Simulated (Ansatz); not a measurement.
Reaction (SMILES): N#N (N2) + 3 [H][H] (H2) → 2 N (NH3)
B3LYP-D3(BJ)/def2-TZVP geometries, fixed; electronic energies without zero-point terms.

Basis-set convergence of the energy of full hydrogenation at PBE with Ansatz (a program for electronic structure). Cartesian d functions, on some or all atoms, in 6-31+G*; all else is spherical. The program fits the integrals of some runs and decomposes those of others, by size. No added dispersion term, no relativity. Functions are those of the species that has most. Reference: the value in pcseg-4, -46.76 kcal/mol, itself unsure by roughly 0.12 kcal/mol (its mean distance from aug-pcseg-3, aug-cc-pVQZ, cc-pV5Z). Deviations are taken from unrounded values.

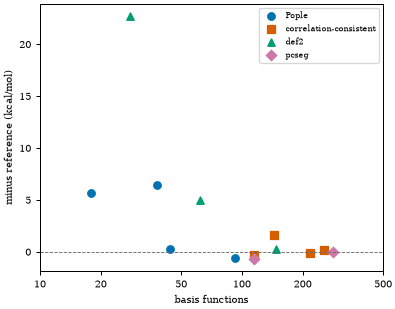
Figure: Deviation from the reference against the number of basis functions, by family of sets.

```csv
basis,functions,energy of full hydrogenation (kcal/mol),minus reference (kcal/mol)
6-31G,18,-41.08,5.68
def2-SV(P),28,-24.03,22.73
6-31+G*,38,-40.31,6.46
6-311+G**,44,-46.45,0.31
def2-TZVP,62,-41.76,5.00
"6-311++G(3df,3pd)",93,-47.38,-0.62
aug-cc-pVTZ,115,-47.08,-0.32
aug-pcseg-2,115,-47.45,-0.69
cc-pVQZ,145,-45.15,1.61
def2-QZVPP,147,-46.46,0.30
aug-cc-pVQZ,218,-46.91,-0.15
cc-pV5Z,256,-46.58,0.18
pcseg-4,284,-46.76,0.00
```
